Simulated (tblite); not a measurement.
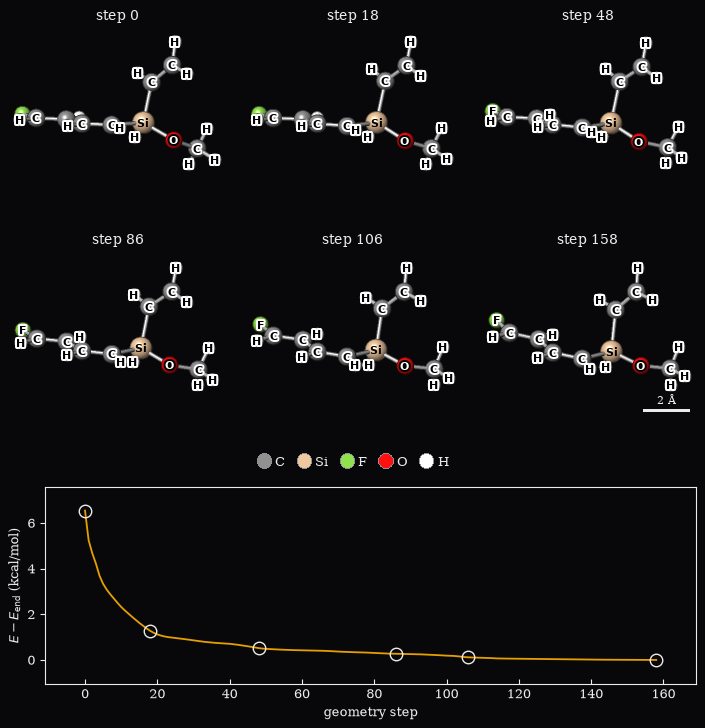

Frames of a relaxation of C7H11FOSi, marked on the history of the run. Style: ball-and-stick. Shown face on.

All numbers below come from GFN2-xTB geometry optimisation, gas phase in tblite 0.8.0. 

**Describe the path.**

Over 158 geometry steps the energy falls by 6.54 kcal/mol. The atom that moves furthest after the best rigid fit is the F atom (0.85 Å). By element the largest moves are F 0.85 Å, H 0.77 Å, C 0.46 Å, Si 0.34 Å, O 0.18 Å. Among the contacts that change: O–Si 1.671 → 1.627 Å, C–Si 1.851 → 1.893 Å, C–Si 1.842 → 1.878 Å, C–O 1.424 → 1.394 Å. Bond angles that change, for instance: C–Si–O 110.7° → 99.6°, Si–O–C 118.4° → 128.4°, Si–C–H 110.8° → 116.3°. Groups turn about C–Si by about 20°. From step 0 to 18: an H atom moves most (0.23 Å), energy −5.26 kcal/mol. From step 18 to 48: H atoms move most (0.24 Å), energy −0.76 kcal/mol. From step 48 to 86: F and H atoms move most (0.24 Å), energy −0.25 kcal/mol. From step 86 to 106: the F atom moves most (0.28 Å), energy −0.16 kcal/mol. From step 106 to 158: F and H atoms move most (0.20 Å), energy −0.11 kcal/mol.
